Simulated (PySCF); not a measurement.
H5ClGaN, singlet at its PBE0/def2-SVP optimised geometry (Å):

```
8

Ga    -1.1311    -0.2740     0.0000
H     -1.4402    -1.2661    -1.1779
H     -1.4404     1.2661     0.0000
Cl    -1.2604    -1.2046     2.0005
N      1.0003    -0.2740     0.0000
H      1.3287     0.2568     0.8078
H      1.4404     0.1122    -0.8357
H      1.3285    -1.2331     0.1193
```

Computed with PBE0/def2-TZVP in PySCF 2.14.0.

Map of the Laplacian of the electron density (e/bohr⁵) on the plane z = 1.0 Å:

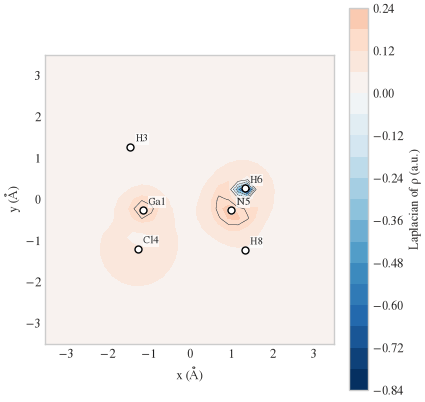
Fig. 1. Laplacian of the electron density (e/bohr⁵) on the plane z = 1.0 Å.
